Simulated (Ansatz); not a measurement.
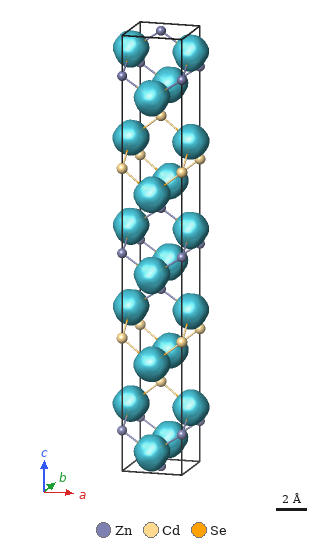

*Zn$_{3}$Cd$_{2}$Se$_{5}$. Isosurface of the electron localisation function at 0.7 (cyan), seen slightly off an axis. Core shells and regions of very low density are left out. Sticks mark near contacts.*

Space group I-4m2; a structure generated by program, which may or may not match a known phase.

All numbers below come from DFT PBE, scalar-relativistic, plane waves, PAW in Ansatz.

Core electrons are frozen (PAW), and the valence fields are smoothed inside the atomic spheres.

```
Zn Cd Se
1.0
     4.16420    0.00000    0.00000
     0.00000    4.16420    0.00000
     0.00000    0.00000   29.83957
Zn Cd Se
6 4 10
Direct
  0.50000 0.50000 0.40695
  0.00000 0.00000 0.90695
  0.50000 0.50000 0.00000
  0.00000 0.00000 0.50000
  0.00000 0.00000 0.09305
  0.50000 0.50000 0.59305
  0.50000 0.50000 0.19479
  0.00000 0.00000 0.69479
  0.00000 0.00000 0.30521
  0.50000 0.50000 0.80521
  0.50000 0.00000 0.45352
  0.00000 0.50000 0.95352
  0.50000 0.00000 0.04648
  0.00000 0.50000 0.54648
  0.00000 0.50000 0.13923
  0.50000 0.00000 0.63923
  0.50000 0.00000 0.25000
  0.00000 0.50000 0.75000
  0.00000 0.50000 0.36077
  0.50000 0.00000 0.86077
```

> Describe the localisation domains.

At this value the surface marks out ten regions wrapped around Se (the valence shell of each), counted in one cell of 20 atoms. Any copies at cell faces, edges or corners count once. Along the contacts the grid gives the following. Zn–Se (2.50 Å): the ELF is about 0.60 at the midpoint. Cd–Se (2.66 Å): the ELF is about 0.40 at the midpoint.
